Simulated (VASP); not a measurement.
Band structure of OsO4 (space group C2). Method: PBEsol GGA, VASP's PBE PAW potentials (set 64) (plane waves; VASP).

Unless said otherwise, spin-orbit coupling is left out, though it shifts the bands of the heavy elements here.

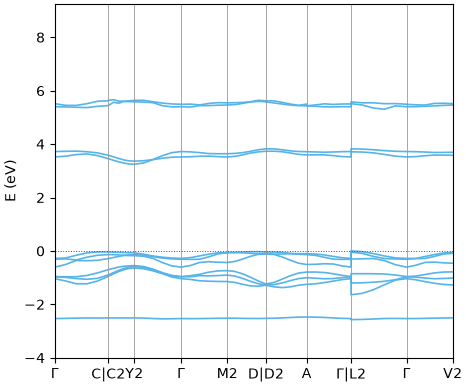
Bands along high-symmetry lines, zero at the valence-band maximum or, without a gap, the Fermi level

Read the plot: is there a gap, and where are the band edges?

The gap is indirect, 3.24 eV, from the valence maximum at L2 to the conduction minimum at Y2.

The structure comes from a computed database's OsO4 entry; how it stands against other phases isn't given here. The cell was not relaxed at this level.
